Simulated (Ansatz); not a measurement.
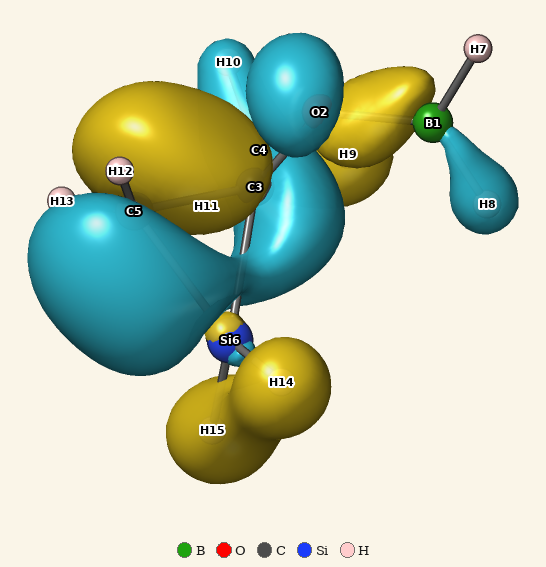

The picture shows: C3H9BOSi (SMILES BOC1(C)C[SiH2]1). The HOMO−1 at ±0.1 Å⁻³ᐟ² (yellow and cyan are the two phases), seen at an oblique angle.

Computed with RHF/def2-SVP in Ansatz.

```xyz
15

B     1.4452   -1.1200   -1.5475
O     1.0893   -0.1824   -0.6643
C    -0.1353   -0.1412    0.0233
C    -1.1943    0.5832   -0.7775
C     0.0334    0.2955    1.4901
Si   -0.5455   -1.4602    1.2910
H     2.4975   -0.9844   -2.1082
H     0.7348   -2.0694   -1.7628
H    -1.3981    0.0640   -1.7155
H    -0.8570    1.5972   -1.0091
H    -2.1308    0.6525   -0.2225
H     1.0679    0.4526    1.7817
H    -0.6239    1.0863    1.8407
H     0.4096   -2.5518    1.5366
H    -1.9509   -1.8138    1.5496
```

**Where does this orbital lie, and at what energy?**

It lies mainly on C5 (about 35 %), C3 (about 15 %), Si6 (about 15 %) and O2 (about 10 %). Its energy is −11.00 eV.
